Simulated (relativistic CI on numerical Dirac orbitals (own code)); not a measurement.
# Run report: Eu⁵⁺, relativistic CI calculation

Eu⁵⁺. Computed at this level: Dirac-Coulomb-Breit CI, KLI orbitals optimised for each configuration, model QED (radiative potential, 1s self-energy scaled to tabulated hydrogen-like ionisation energies), valence Slater integrals scaled by 0.85 (relativistic CI on numerical Dirac orbitals, in-house).

**Results in brief**

| quantity | value |
| --- | --- |
| outcome | converged |
| lowest level | 4f⁴ ⁵I₄ |
| first excited level | 4f⁴ ⁵I₅, 2,317 cm⁻¹ |
| levels computed | 107 |
| SCF iterations | 12 |
| hardware | 1 CPU thread, shared host |

**Remarks**

To bear in mind: configurations can be misplaced by up to about 7 % of their energy; not all moves of one electron into or out of the f shell are listed, so low levels are missing; one configuration only, which need not be the ion's lowest.

**The input**
```
atom Eu  Z=63  charge=5  electrons=58
nucleus A=153  rms_radius_fm=5.1115
hamiltonian dirac-coulomb  breit=on  qed=on  c_scale=1
orbitals kli  potential=per-configuration
slater_scale 0.85
correlation none
mixing on
configurations
  [Xe] 4f4
end
```

Launched within a batch (the task file carries these settings):
```bash
python <driver script> task.json out
```

The program writes its results to a structured record and prints no log; tables and figures of this report are taken from that record.

**The lowest 16 levels**

| Configuration | Level | E (cm⁻¹) | LS purity (%) | Landé g | Lifetime (s; – stable or not computed) |
| --- | --- | --- | --- | --- | --- |
| 4f⁴ | ⁵I₄ | 0 | 96 | 0.606 | – |
| 4f⁴ | ⁵I₅ | 2,317 | 98 | 0.901 | 1.3×10⁰ |
| 4f⁴ | ⁵I₆ | 4,774 | 98 | 1.069 | 8.9×10⁻¹ |
| 4f⁴ | ⁵I₇ | 7,288 | 97 | 1.173 | 9.6×10⁻¹ |
| 4f⁴ | ⁵I₈ | 9,809 | 93 | 1.241 | 1.6×10⁰ |
| 4f⁴ | ⁵F₁ | 17,210 | 93 | 0.036 | – |
| 4f⁴ | ⁵F₂ | 17,770 | 88 | 1.013 | 9.7×10¹ |
| 4f⁴ | ⁵F₃ | 19,140 | 92 | 1.234 | 5.9×10⁰ |
| 4f⁴ | ⁵S₂ | 20,220 | 89 | 1.937 | 2.2×10¹ |
| 4f⁴ | ⁵F₄ | 20,270 | 73 | 1.259 | 5.0×10⁻¹ |
| 4f⁴ | ³K₆ | 20,860 | 97 | 0.861 | 1.5×10⁻¹ |
| 4f⁴ | ⁵F₅ | 22,470 | 84 | 1.363 | 1.2×10⁰ |
| 4f⁴ | ³K₇ | 22,620 | 75 | 0.992 | 1.1×10⁻¹ |
| 4f⁴ | J = 4 (even, mixed) | 23,300 | 48 | 0.989 | 7.5×10⁻² |
| 4f⁴ | ⁵G₂ | 24,590 | 88 | 0.380 | 1.9×10⁰ |
| 4f⁴ | ³K₈ | 24,730 | 59 | 1.082 | 1.0×10⁻¹ |

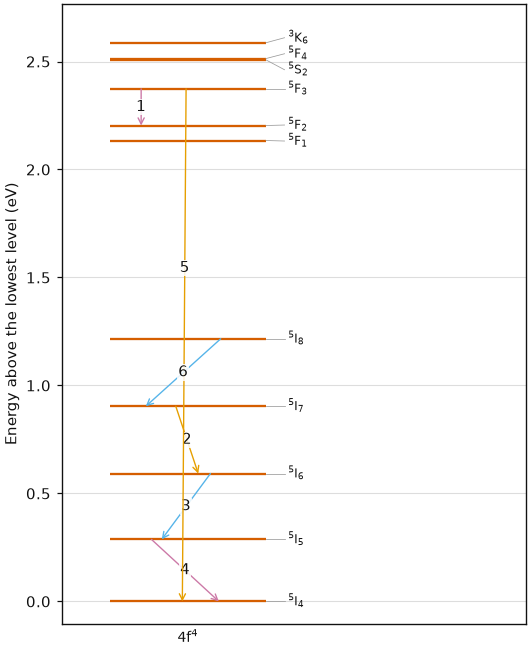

Fig. 1: Levels of Eu VI (Eu⁵⁺) with 6 numbered transitions. Rates are at computed energies.

| No. | Upper | Lower | Type | λ (vacuum) | A (s⁻¹) |
| --- | --- | --- | --- | --- | --- |
| 1 | 4f⁴ ⁵F₃ | 4f⁴ ⁵F₂ | M1 | 7301 nm | 0.16 |
| 2 | 4f⁴ ⁵I₇ | 4f⁴ ⁵I₆ | M1 | 3977 nm | 1.0 |
| 3 | 4f⁴ ⁵I₆ | 4f⁴ ⁵I₅ | M1 | 4069 nm | 1.1 |
| 4 | 4f⁴ ⁵I₅ | 4f⁴ ⁵I₄ | M1 | 4317 nm | 0.75 |
| 5 | 4f⁴ ⁵F₃ | 4f⁴ ⁵I₄ | M1 | 522.4 nm | 0.013 |
| 6 | 4f⁴ ⁵I₈ | 4f⁴ ⁵I₇ | M1 | 3966 nm | 0.63 |

Line 3 has the largest rate; it falls in the infrared region.
